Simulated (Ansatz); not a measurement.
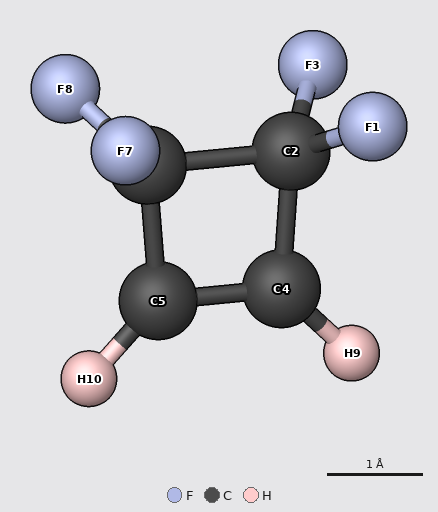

Starting structure of C$_{4}$H$_{2}$F$_{4}$. A ball-and-stick model, seen at a tilt.

The start comes from PBE-D4/def2-SVP.

These are results of RKS PBE0-D4/def2-TZVP in Ansatz 0.2.0, not measurements.

Input
```yaml
crystal:
  periodic: [false, false, false]
  atoms:
    - {symbol: F, position_ang: [-0.972891, -1.658020, 0.748542]}
    - {symbol: C, position_ang: [-0.818281, -0.471030, 0.108456]}
    - {symbol: F, position_ang: [-1.962927, -0.213429, -0.573932]}
    - {symbol: C, position_ang: [-0.261203, 0.668106, 0.937401]}
    - {symbol: C, position_ang: [0.873965, 0.778099, 0.206661]}
    - {symbol: C, position_ang: [0.504561, -0.345054, -0.742076]}
    - {symbol: F, position_ang: [1.306274, -1.439801, -0.715805]}
    - {symbol: F, position_ang: [0.317516, 0.003687, -2.040391]}
    - {symbol: H, position_ang: [-0.661177, 1.195587, 1.815537]}
    - {symbol: H, position_ang: [1.757363, 1.430456, 0.258708]}
basis:
  gaussian: {orbitals: def2-TZVP}
hamiltonian: {xc: pbe0, dispersion: d4}
relax: {f_tol: 0.005, max_steps: 150}
```

Command:
```bash
ansatz run in.yaml --threads 4 --pin off --events-out ev --progress --plain --max-ram 11315MiB
```

**Where does the relaxation end?**

The largest moves after the best rigid fit, 0.030 Å, are those of H9 and H10. Largest moves by element: H 0.030 Å, F 0.020 Å, C 0.013 Å. Near-neighbour distances that change, for instance: C4–C5 1.355 → 1.335 Å, C4–H9 1.100 → 1.081 Å, C5–C6 1.516 → 1.502 Å, C2–F3 1.357 → 1.344 Å. Over 3 geometry steps the energy falls by 1.20 kcal/mol. The largest force component goes from 0.61 to 0.0023 eV/Å. The run took 26 s on 4 threads of Arm Neoverse V1, with other jobs on the host.

History of the run:

| step | E − E(0), kcal/mol | largest force component, eV/Å |
| --- | --- | --- |
| 0 | 0.00 | 0.6076 |
| 1 | -1.07 | 0.2398 |
| 2 | -1.20 | 0.0089 |
| 3 | -1.20 | 0.0023 |

Final geometry:

```xyz
10

F    -0.9713   -1.6402    0.7431
C    -0.8106   -0.4665    0.1090
F    -1.9473   -0.2151   -0.5618
C    -0.2555    0.6637    0.9279
C     0.8636    0.7711    0.2083
C     0.5011   -0.3405   -0.7347
F     1.2979   -1.4222   -0.7161
F     0.3220    0.0027   -2.0213
H    -0.6496    1.1834    1.7904
H     1.7330    1.4123    0.2584
```
